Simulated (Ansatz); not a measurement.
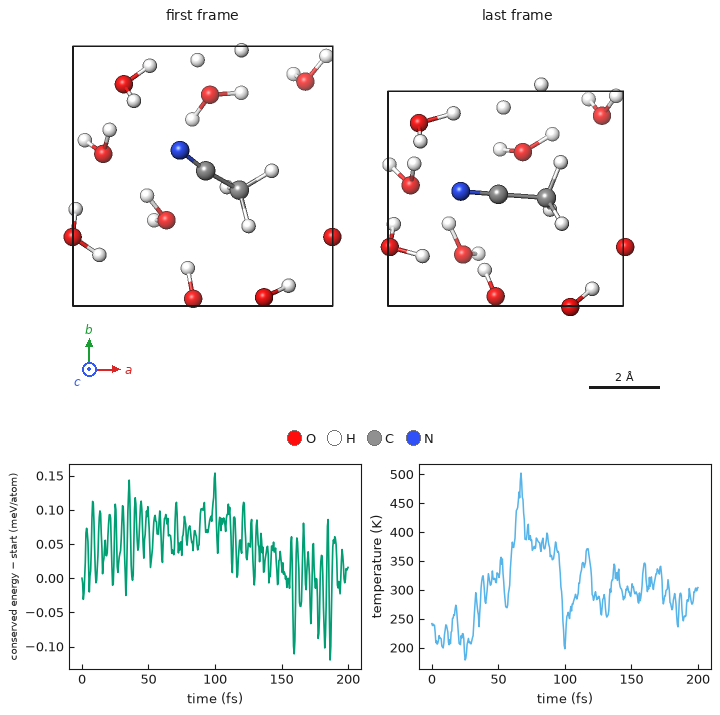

First-principles dynamics of a periodic cell with 8 H2O + 1 CH3CN at 0.723 g/cm³, 200 fs long. It starts from the last geometry of an earlier run, with fresh velocities. A ball-and-stick model of the simulation cell, seen along the c axis.

Theory: DFT PBE, scalar-relativistic, plane waves, PAW (Ansatz 0.2.0). Set-up: plane-wave cutoff 420 eV; k-point mesh 1 × 1 × 1; Fermi-Dirac smearing 0.05 eV; low-accuracy preset; Langevin thermostat and barostat (NPT); set temperature 250 K; time step 0.5 fs; friction 0.02 per fs; target pressure 5 GPa.

Q: How well is the energy conserved, and can the run be trusted?

A: The conserved quantity stays between −0.12 and 0.15 meV per atom of its start. A straight-line fit has a slope that amounts to −0.066 meV per atom over 200 fs (0.2 % of the mean kinetic energy), and the ripple about it is 0.5 % of the kinetic energy's fluctuation. With a drift under 2 % and a ripple under 7 %, the integration is accurate. The mean temperature in the second half is 297 K (standard deviation 29 K). The potential energy in the second half lies on average 35.1 meV per atom above the first frame. The mean pressure there is 4.6 GPa. The volume ends −44.3 % from the start.

Limits of the set-up: the program's low-accuracy preset was used; the periodic images lie only 7.5 Å apart, so the values are limited by the cell's size.
